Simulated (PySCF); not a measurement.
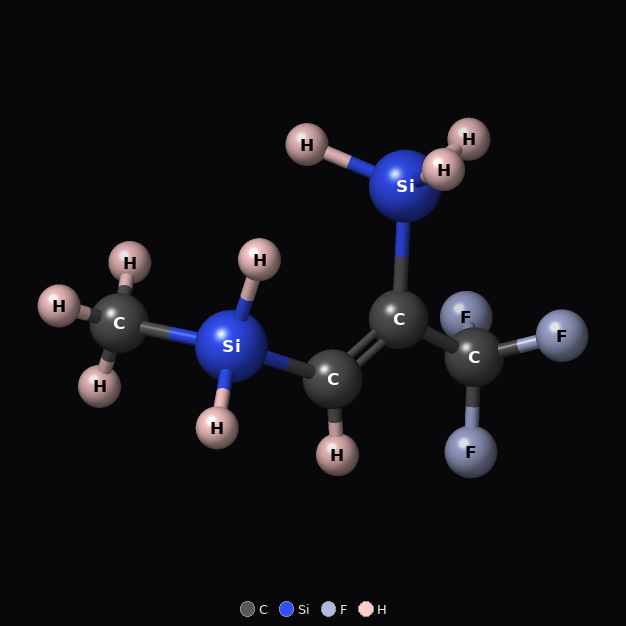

Rendered structure (ball-and-stick style). Double and triple bonds are drawn as two and three sticks.

Computed geometry: PBE0-D3(BJ)/def2-SVP optimisation. No frequency run is at hand to confirm it as a minimum.

**What is the molecular formula?**

C4H9F3Si2, 18 atoms: 4 carbon, 9 hydrogen, 3 fluorine and 2 silicon.

**Write the SMILES.**

C[SiH2]/C=C(\[SiH3])C(F)(F)F

The parts below concern this one geometry. Atoms keep their numbers from picture to picture.

## Shape

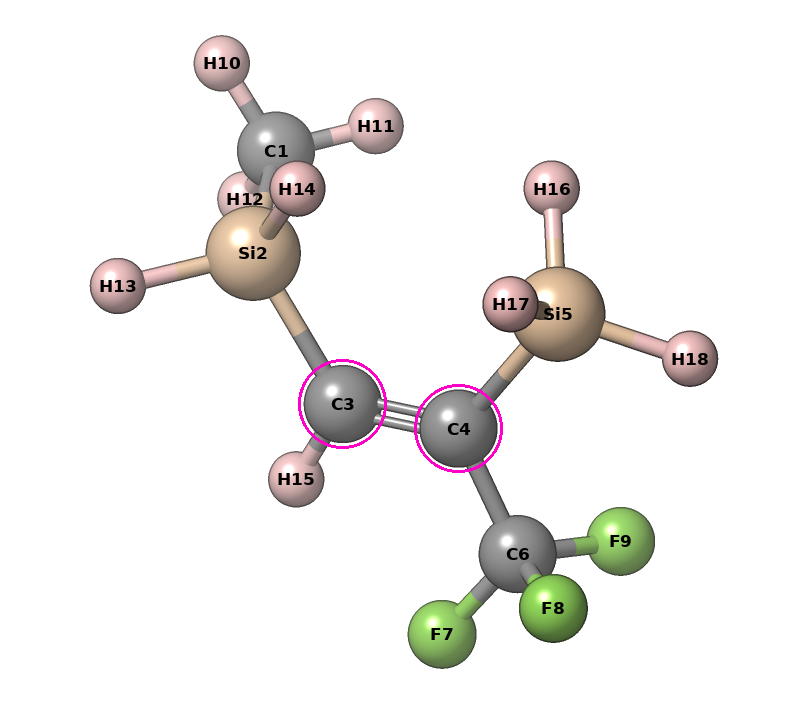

Atoms fade into the background with distance from the viewer. Circles mark the stereogenic atoms. No frequency run is at hand to confirm it as a minimum.

**What are the Cahn–Ingold–Prelog descriptors?**

C3=C4: Z.

## Electronic properties

No frequency run is at hand to confirm it as a minimum. Method: PBE0/pcSseg-1, gas phase (PySCF 2.14.0).

What does the calculation give?

- dipole moment: 2.52 D
- HOMO energy (Kohn–Sham orbital): −8.42 eV
- LUMO energy (Kohn–Sham orbital): −1.59 eV
- HOMO–LUMO gap: 6.83 eV

## NMR shielding

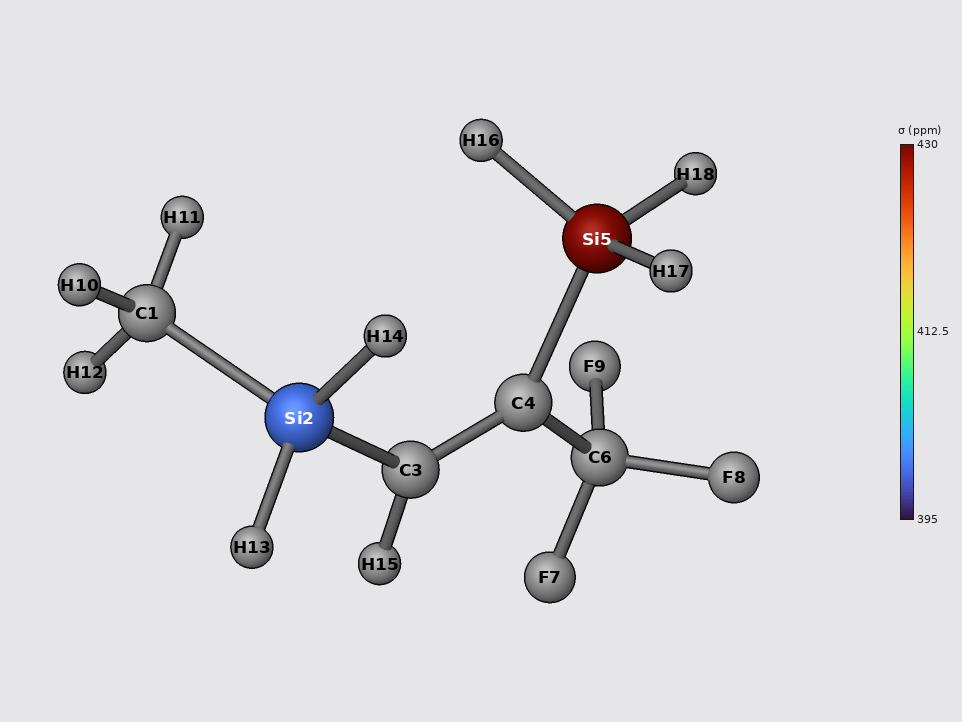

Atoms are coloured by their isotropic NMR shieldings (Si only, the others grey). No frequency run is at hand to confirm it as a minimum. Method: GIAO PBE0/pcSseg-1 NMR shielding, non-relativistic, gas phase (PySCF 2.14.0).

List the isotropic NMR shieldings of the Si atoms.

```csv
atom,σ (ppm)
Si2,399.8
Si5,429.2
```

## Core levels

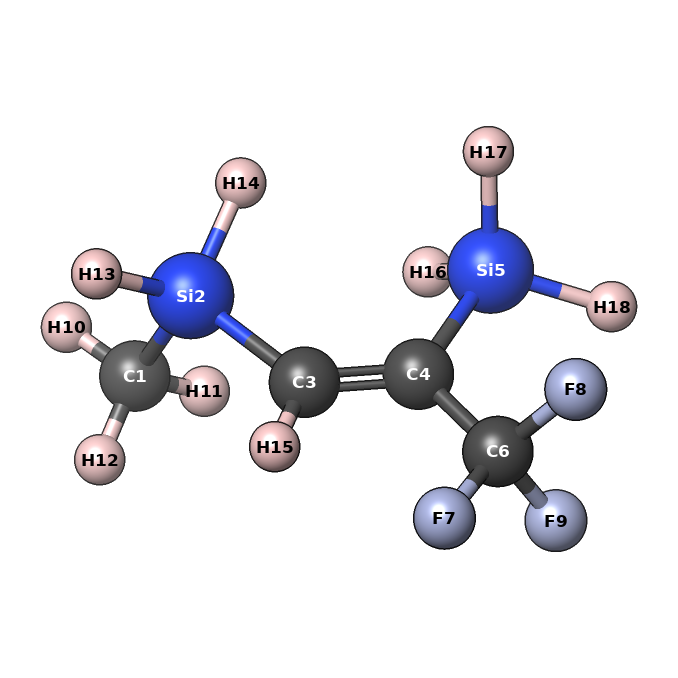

No frequency run is at hand to confirm it as a minimum. Level of theory: delta-SCF UKS SCAN, pcX-2 on the ionised atom, pcseg-1 elsewhere, spin-free X2C (PySCF 2.14.0).

Give the core-electron binding energies (to vacuum; p and d levels without spin–orbit splitting) of C1 1s, Si2 1s, Si2 2p, C3 1s, C4 1s, Si5 1s, Si5 2p, C6 1s, F7 1s.

| atom | level | binding energy (eV) |
| --- | --- | --- |
| C1 | 1s | 290.5 |
| Si2 | 1s | 1846.5 |
| Si2 | 2p | 107.0 |
| C3 | 1s | 290.5 |
| C4 | 1s | 290.7 |
| Si5 | 1s | 1846.8 |
| Si5 | 2p | 107.2 |
| C6 | 1s | 297.9 |
| F7 | 1s | 693.8 |
